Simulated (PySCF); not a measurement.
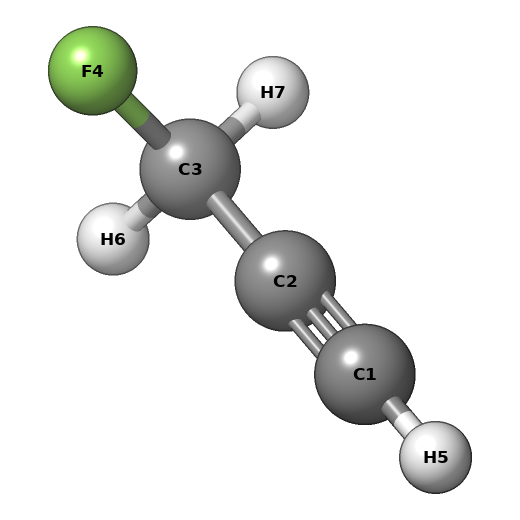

Computed geometry: PBE0-D3(BJ)/def2-SVP optimisation. No frequency run is at hand to confirm it as a minimum. Level of theory: delta-SCF UKS SCAN, pcX-2 on the ionised atom, pcseg-1 elsewhere, spin-free X2C (PySCF 2.14.0).

Give the core-electron binding energies (to vacuum) of C1 1s, C2 1s, C3 1s, F4 1s.

```json
{"atom": "C1", "level": "1s", "binding energy (eV)": "291.0"}
{"atom": "C2", "level": "1s", "binding energy (eV)": "291.3"}
{"atom": "C3", "level": "1s", "binding energy (eV)": "294.2"}
{"atom": "F4", "level": "1s", "binding energy (eV)": "692.7"}
```
